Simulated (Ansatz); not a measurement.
# Cl4Zr: the cost of one run

The runs use Ansatz 0.2.0, Gaussian basis; PBE0-D4/def2-TZVP structures, single points in def2-TZVPP, no counterpoise correction.

Levels: SPW92, PBE-D4, BLYP-D4, r2SCAN-D4, B97M-V, PBE0-D4, B3LYP-D4, r2SCAN0-D4, BHLYP-D4, CAM-B3LYP-D4, wB97X-V, wB97M-V, B2PLYP, PBE-QIDH, RPA on PBE, Hartree-Fock, MP2, CCSD, CCSD(T).

Correlated methods freeze the cores. Core potentials replace the inner electrons past krypton, and spin-orbit coupling is left out. B3LYP uses VWN-RPA correlation. B2PLYP carries no dispersion term here.

88 further runs of the same task are left out: 88 set aside as unsound or not needed. Runs told in other sessions of the task aren't counted.

**1. The system as given**

The complex: 7 atoms, charge 0, spin multiplicity 1.

Atoms are counted from 1 here; the program's logs count them from 0.

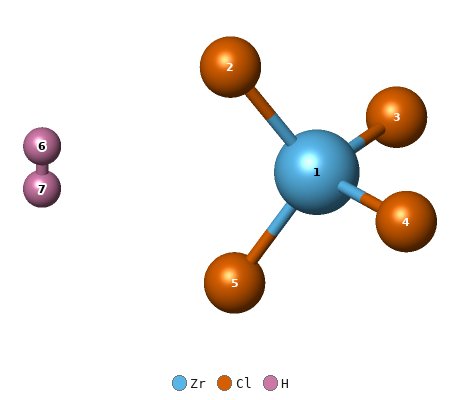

As it starts; zirconium blue, chlorine orange, hydrogen pink; atoms are numbered from 1 in the order of the file.

Geometry (Å):

```mol
Cl4H2Zr
  3D, bonds by distance, orders not assigned

  7  5  0  0  0  0  0  0  0  0999 V2000
   -0.6886   -0.3367   -0.9766 Zr  0  0
    0.3567   -1.8052    0.4781 Cl  0  0
    0.3183   -0.4691   -3.0579 Cl  0  0
   -2.9264   -0.9029   -1.1638 Cl  0  0
   -0.5071    1.8267   -0.1698 Cl  0  0
    1.8035    0.4839    2.5037 H   0  0
    1.6435    1.2034    2.3865 H   0  0
  1  2  8  0
  1  3  8  0
  1  4  8  0
  1  5  8  0
  6  7  8  0
M  END
```

Its parts: ZrCl₄ holds atoms 1, 2, 3, 4, 5; H₂ holds atoms 6, 7. Each part counts its atoms afresh in its own runs.

**2. Relaxing ZrCl₄ alone**

Contents of relax-a/in.yaml:

```yaml
crystal:
  periodic: [false, false, false]
  atoms:
    - {symbol: Zr, position_ang: [-0.688602, -0.336749, -0.976560]}
    - {symbol: Cl, position_ang: [0.356651, -1.805218, 0.478052]}
    - {symbol: Cl, position_ang: [0.318305, -0.469118, -3.057864]}
    - {symbol: Cl, position_ang: [-2.926382, -0.902863, -1.163812]}
    - {symbol: Cl, position_ang: [-0.507055, 1.826676, -0.169847]}
basis:
  gaussian: {orbitals: def2-TZVP}
hamiltonian: {xc: pbe0, dispersion: d4}
relax: {f_tol: 0.005, max_steps: 200}
```

The run is started by

```
$ ansatz run in.yaml --threads 8 --pin off --events-out ev --progress --plain --max-ram 19148MiB
```

Q: Estimate wall time and peak memory on 8 threads of Arm Neoverse V2, shared host.

About 5.5 s, with a peak of 0.64 GiB.
